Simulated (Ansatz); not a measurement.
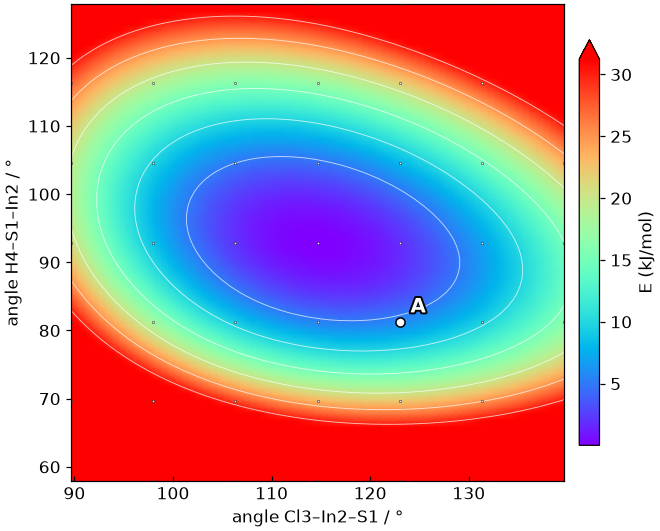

ClHInS, SMILES [SH][In][Cl], spin multiplicity 2. The first coordinate is: angle Cl3–In2–S1; the second: angle H4–S1–In2. Nothing is relaxed (all other coordinates rigid). Grid: 7 × 7 points. Energies: kJ/mol, counted from the relaxed molecule at the same level. All numbers below come from UKS r2SCAN-D4/def2-SVP in Ansatz.

The picture shows a smooth colour map with a few white contour lines, dots at the grid points, one colour for all values above the top of the scale, the point A. Between grid points the surface is interpolated.

Is A at rest? If not, where is it pushed?

Answer. A, at angle Cl3–In2–S1 = 123.0°, angle H4–S1–In2 = 81.3°, is not a stationary point. The computed force is 0.26 kJ/mol for each degree towards smaller values of angle Cl3–In2–S1 and 0.84 kJ/mol for each degree towards larger values of angle H4–S1–In2.
